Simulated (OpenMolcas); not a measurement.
# Si2H5Cl (SMILES [SiH3][SiH2]Cl): levels of theory compared

Wanted: a comparison of 6 runs (B3LYP/6-31G*, BHLYP/cc-pVDZ, BLYP/cc-pVDZ, PBE0/cc-pVDZ, r2SCAN/cc-pVDZ, revPBE/cc-pVDZ) of Si2H5Cl. 

The calculation is run with OpenMolcas 26.06.

1 further run of the same task is left out (set aside as unsound or not needed).

## 1. The system as given

The species is Si2H5Cl (8 atoms), meant as a singlet with charge 0. SMILES: `[SiH3][SiH2]Cl`. The shape is that of a PBE0-D4/def2-TZVP optimisation.

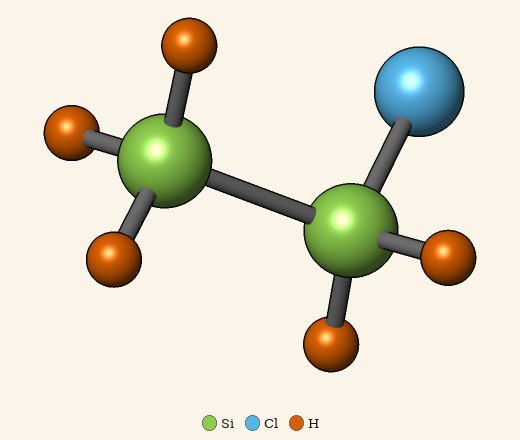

The structure, seen from a chosen angle (silicon green, chlorine blue, hydrogen orange).

## 2. Energy and gradient at B3LYP/6-31G(d) (spherical functions) (run 1)

Contents of test.inp:

```
&GATEWAY
 BASLIB=$CurrDir
 COORD
 8
 angstrom
 Si      -0.706500       0.881800      -0.390300
 Si       0.573400      -0.938800       0.325900
 Cl       2.431600      -0.252900       0.908000
 H       -2.053000       0.410100      -0.813000
 H       -0.034300       1.540700      -1.540000
 H       -0.854500       1.855700       0.722100
 H       -0.041800      -1.622800       1.491400
 H        0.777200      -1.930900      -0.759900
 BASIS=6-31Gs
 GROUP=NoSym

&SEWARD
 GRIDINPUT
 Grid=UltraFine
 End of Grid

&SCF
 KSDFT=B3LYP
 THRESHOLDS=1e-10 1e-07 1e-07 1e-05
 PRORBITALS=1 1

&ALASKA
```

The basis set 6-31G* is read from a file made from the Basis Set Exchange's data (not shown).

Launch:

```sh
$ export MOLCAS_MEM=1860
$ pymolcas test.inp > test.log
```

Standard output:

```text
--- Start Module: gateway ---
[...]
--- Stop Module: gateway /rc=_RC_ALL_IS_WELL_ ---
[...]
      Basis functions           64
[...]
--- Start Module: scf ---
[...]
       Convergence after  12 Iterations
[...]
::    Total KS-DFT energy                           -1042.2224813754
[...]
      Total spin, S                                     0.0000000000
[...]
      Total electronic charge=   50.000000
      Total            charge=   -0.000000
[...]
      Dipole Moment (debye):
      Origin of the operator (angstrom)=    0.8241   -0.1061    0.3027
                   X= -1.6406E+00               Y= -3.2085E-01               Z= -5.5189E-01           Total=  1.7604E+00
      Quadrupole Moment (debye*angstrom):
[...]
--- Stop Module: scf /rc=_RC_ALL_IS_WELL_ ---
[...]
--- Start Module: alaska ---
[...]
 *              Molecular gradients               *
 **************************************************
  Irreducible representation: a
 ------------------------------------------------------------------------------------------
                              X                       Y                       Z
 ------------------------------------------------------------------------------------------
  SI1               9.42989137589834E-04   -5.86347568413359E-04    4.29308520320859E-04
  SI2               6.87320374013645E-03    3.05544073538577E-03    2.08944447857640E-03
  CL3              -9.38378353158242E-03   -2.60250369648674E-03   -3.05818172639771E-03
  H4                6.46142458984755E-04   -2.01781303862392E-04    2.59904460781391E-04
  H5                2.01784206475430E-04   -5.03080715741344E-04    3.42049477610740E-04
  H6                3.25822077150595E-04   -5.32202560361572E-04   -9.14124783335524E-06
  H7                2.69587642465652E-04    6.52189951633186E-04   -2.18319595611138E-04
  H8                1.24254268783153E-04    7.18285157801812E-04    1.64935632563257E-04
[...]
--- Stop Module: alaska /rc=_RC_ALL_IS_WELL_ ---
[...]
```

It took 41 s on 1 thread of AMD EPYC 7R43 (Zen 3), shared host; peak memory 0.39 GiB.

## 3. Energy and forces at BHLYP/cc-pVDZ (run 2)

Contents of coord.xyz:

```xyz
8

Si    -0.706500     0.881800    -0.390300
Si     0.573400    -0.938800     0.325900
Cl     2.431600    -0.252900     0.908000
H     -2.053000     0.410100    -0.813000
H     -0.034300     1.540700    -1.540000
H     -0.854500     1.855700     0.722100
H     -0.041800    -1.622800     1.491400
H      0.777200    -1.930900    -0.759900
```

Contents of job.inp:

```
&GATEWAY
BasLib=$CurrDir
Coord=coord.xyz
Basis=cc-pVDZ
Group=NoSym
&SEWARD
GridInput
Grid=UltraFine
End of Grid
&SCF
KSDFT=HYB_GGA_XC_BHANDHLYP
Thresholds=1e-10 1e-07 1e-07 1e-05
PrOrbitals=1
&ALASKA
```

The basis set cc-pVDZ is read from a file made from the Basis Set Exchange's data (not shown).

Launch:

```sh
$ export MOLCAS_MEM=1860
$ pymolcas job.inp > job.log
```

Standard output:

```text
--- Start Module: gateway ---
[...]
--- Stop Module: gateway /rc=_RC_ALL_IS_WELL_ ---
[...]
      Basis functions           79
[...]
--- Start Module: scf ---
[...]
       Convergence after  12 Iterations
[...]
::    Total KS-DFT energy                           -1042.2216439018
[...]
      Total spin, S                                     0.0000000000
[...]
      Total electronic charge=   50.000000
      Total            charge=   -0.000000
[...]
      Dipole Moment (debye):
      Origin of the operator (angstrom)=    0.8241   -0.1061    0.3027
                   X= -1.4805E+00               Y= -2.6975E-01               Z= -5.0062E-01           Total=  1.5860E+00
      Quadrupole Moment (debye*angstrom):
[...]
--- Stop Module: scf /rc=_RC_ALL_IS_WELL_ ---
[...]
--- Start Module: alaska ---
[...]
 *              Molecular gradients               *
 **************************************************
  Irreducible representation: a
 ------------------------------------------------------------------------------------------
                              X                       Y                       Z
 ------------------------------------------------------------------------------------------
  SI1               1.44795298718670E-03   -2.10192756858874E-03    8.21449661436269E-04
  SI2               9.42999813116430E-03    6.07906856924068E-03    2.60455034430618E-03
  CL3              -1.04441375225370E-02   -3.55534765685750E-03   -3.31289403700019E-03
  H4               -1.00874598471634E-04   -3.25539805214881E-05   -3.49811445150561E-05
  H5                1.10235161481453E-04    4.73821817688069E-05   -7.94614426782303E-05
  H6                3.81708826898697E-05    9.44247701761824E-05    1.11917473083256E-04
  H7               -3.31230741256405E-04   -2.37527349049138E-04    2.02360421838854E-04
  H8               -1.50114300160153E-04   -2.93518966060891E-04   -3.12941276488399E-04
[...]
--- Stop Module: alaska /rc=_RC_ALL_IS_WELL_ ---
[...]
```

Run time: 57 s. Hardware: 1 thread of AMD EPYC 7R43 (Zen 3), shared host; peak memory 0.43 GiB.

Runs 3 to 5 aren't shown in full; the table further down has their settings and results.

## 4. Energy and forces at revPBE/cc-pVDZ (run 6)

Contents of job.inp:

```
&GATEWAY
  BasLib=$CurrDir
  BasisSet
  Si.cc-pVDZ....
  Si1 -0.706500 0.881800 -0.390300 angstrom
  Si2 0.573400 -0.938800 0.325900 angstrom
  End of Basis
  BasisSet
  Cl.cc-pVDZ....
  Cl3 2.431600 -0.252900 0.908000 angstrom
  End of Basis
  BasisSet
  H.cc-pVDZ....
  H4 -2.053000 0.410100 -0.813000 angstrom
  H5 -0.034300 1.540700 -1.540000 angstrom
  H6 -0.854500 1.855700 0.722100 angstrom
  H7 -0.041800 -1.622800 1.491400 angstrom
  H8 0.777200 -1.930900 -0.759900 angstrom
  End of Basis

&SEWARD
  GridInput
  Grid=UltraFine
  End of Grid

&SCF
  KSDFT=revPBE
  Thresholds=1e-10 1e-07 1e-07 1e-05
  PrOrbitals=1 1

&ALASKA
```

The basis set cc-pVDZ is read from a file made from the Basis Set Exchange's data (not shown).

Launch:

```sh
$ export MOLCAS_MEM=1860
$ pymolcas job.inp > job.log
```

Standard output:

```text
--- Start Module: gateway ---
[...]
--- Stop Module: gateway /rc=_RC_ALL_IS_WELL_ ---
[...]
      Basis functions           79
[...]
--- Start Module: scf ---
[...]
       Convergence after  17 Iterations
[...]
::    Total KS-DFT energy                           -1042.0133217794
[...]
      Total spin, S                                     0.0000000000
[...]
      Total electronic charge=   50.000000
      Total            charge=   -0.000000
[...]
      Dipole Moment (debye):
      Origin of the operator (angstrom)=    0.8241   -0.1061    0.3027
                   X= -1.2664E+00               Y= -2.1067E-01               Z= -4.3109E-01           Total=  1.3543E+00
      Quadrupole Moment (debye*angstrom):
[...]
--- Stop Module: scf /rc=_RC_ALL_IS_WELL_ ---
[...]
--- Start Module: alaska ---
[...]
 *              Molecular gradients               *
 **************************************************
  Irreducible representation: a
 ------------------------------------------------------------------------------------------
                              X                       Y                       Z
 ------------------------------------------------------------------------------------------
  SI1              -7.70531657487084E-04    1.80241663379022E-03   -5.29699501416125E-04
  SI2               1.06678590221918E-02    1.08579802989084E-03    3.73510220027184E-03
  CL3              -1.76877879982236E-02   -6.10441238623416E-03   -5.59894050821885E-03
  H4                7.53856084334270E-03    2.36064085289533E-03    2.40331360498391E-03
  H5               -3.52838060964178E-03   -3.74865186449691E-03    6.34058015651107E-03
  H6                9.43433351833889E-04   -5.44839773022510E-03   -5.99887560012125E-03
  H7                3.79656539693052E-03    4.12631654207418E-03   -6.70513277473939E-03
  H8               -9.59718349009042E-04    5.92628992240174E-03    6.35365242266150E-03
[...]
--- Stop Module: alaska /rc=_RC_ALL_IS_WELL_ ---
[...]
```

Run time: 61 s. Hardware: 1 thread of AMD EPYC 7R43 (Zen 3), shared host; peak memory 0.44 GiB.

## 5. The series

| run | level | energy (Eh) | dipole moment (D) | HOMO energy (eV) | LUMO energy (eV) | wall time |
| --- | --- | --- | --- | --- | --- | --- |
| 1 | B3LYP/6-31G* (spherical functions) | -1042.222481 | 1.76 | -7.94 | -0.59 | 41 s |
| 2 | BHLYP/cc-pVDZ | -1042.221644 | 1.59 | -9.23 | 0.66 | 57 s |
| 3 | BLYP/cc-pVDZ | -1042.187664 | 1.32 | -6.76 | -0.96 | 48 s |
| 4 | PBE0/cc-pVDZ | -1041.823393 | 1.50 | -8.16 | -0.35 | 56 s |
| 5 | r2SCAN/cc-pVDZ | -1042.133855 | 1.47 | -7.28 | -0.95 | 63 s |
| 6 | revPBE/cc-pVDZ | -1042.013322 | 1.35 | -6.92 | -1.10 | 61 s |

## 6. Results

```
                       quantity           value
            run 6: total energy  -1042.01332 Eh
           run 6: dipole moment          1.35 D
             run 6: HOMO energy        -6.92 eV
             run 6: LUMO energy        -1.10 eV
           run 6: HOMO–LUMO gap         5.81 eV
run 6: largest force on an atom      1.004 eV/Å
```

What this shows: The dipole moment (its size) runs from 1.32 D (BLYP/cc-pVDZ) to 1.76 D (B3LYP/6-31G*). The two ends differ in method and basis. The HOMO–LUMO gap runs from 5.80 eV (BLYP/cc-pVDZ) to 9.90 eV (BHLYP/cc-pVDZ). Totals of different functionals can't be ranked against each other. All runs together took 5.4 min, the longest 63 s.
